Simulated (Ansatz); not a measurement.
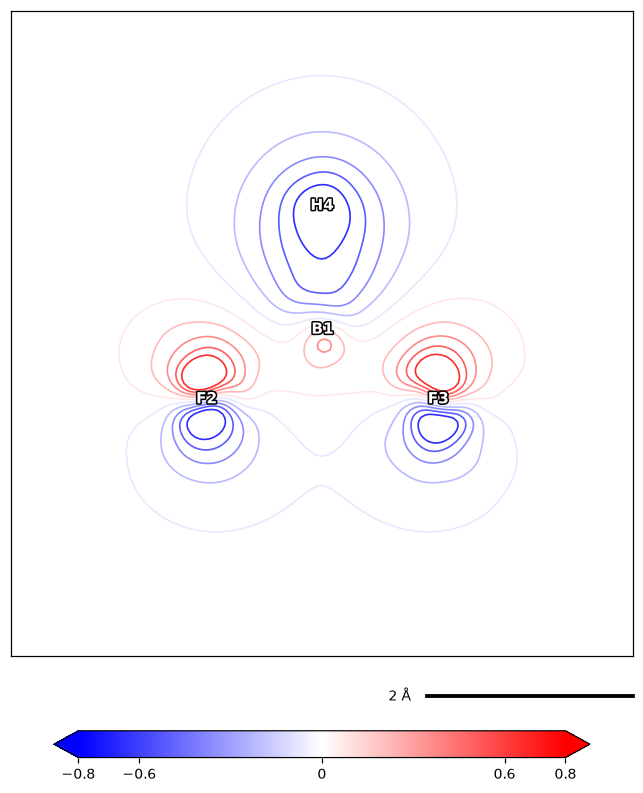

Figure 1: BF2H. The HOMO on the molecular plane (values in Å⁻³ᐟ²; the overall sign is arbitrary).

Method: RKS PBE0-D4/def2-SVP (Ansatz 0.2.0).

What is the character of this orbital?

Its weight (Hirshfeld) is mainly on H4 (about 35 %), B1 (about 30 %), F2 (about 20 %) and F3 (about 20 %); it is symmetric in the molecular plane (an in-plane orbital: σ, lone-pair or in-plane π type). Its energy is −10.69 eV.
